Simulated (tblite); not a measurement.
# C4H10Ge2OSi: the cost of one run

Computed with tblite 0.8.0 and PySCF 2.14.0, with density-fitted response routines of our own, on a single molecule in the gas phase. Atoms are numbered from 0 throughout.

### Step 1. The starting structure

18 atoms, charge 0, multiplicity 1; geometry from: force field or distance geometry start.

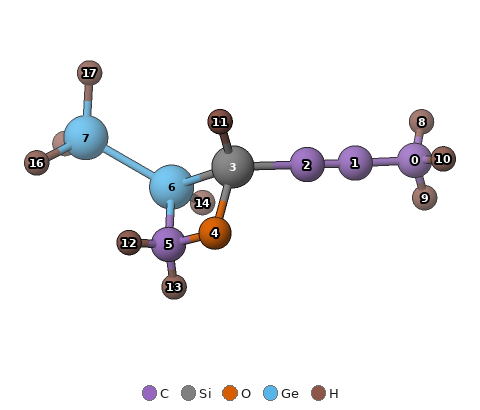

As it starts; carbon purple, silicon grey, oxygen orange, germanium blue, hydrogen brown, atoms numbered; sticks join atoms by distance.

### Step 2. Relaxing the molecule with GFN2-xTB

The job: settings as JSON, then the geometry in Å.

```
{"job": {"kind": "relax", "xc": "GFN2-xTB", "basis": "xTB"}, "charge": 0, "multiplicity": 1}
C      4.280700     0.819100    -0.086600
C      2.916700     0.272200     0.071500
C      1.815700    -0.174000     0.219900
Si     0.102700    -0.808900     0.419800
O     -0.203900    -2.081600    -0.680700
C     -1.339900    -1.573600    -1.336900
Ge    -1.424400     0.289200    -0.836000
Ge    -3.512600     0.853300     0.069800
H      4.356300     1.815300     0.402400
H      4.519500     0.929400    -1.150200
H      5.008900     0.142200     0.375600
H     -0.185800    -1.126800     1.807000
H     -2.227300    -2.169900    -1.002700
H     -1.191000    -1.642500    -2.444000
H     -0.764500     1.304100    -1.791500
H     -4.095200     2.029600    -0.787200
H     -4.581100    -0.275900    -0.039600
H     -3.483500     1.405100     1.513000
```

Command:

```console
> OMP_NUM_THREADS=1 python probes_run.py task.json out
```

This one command runs all jobs of the session in turn.

**Question.** How long does this first job take on 1 thread of Intel Xeon at 2.50GHz, shared host, and how much memory does it need?

About 3.8 s, with a peak of 0.18 GiB.
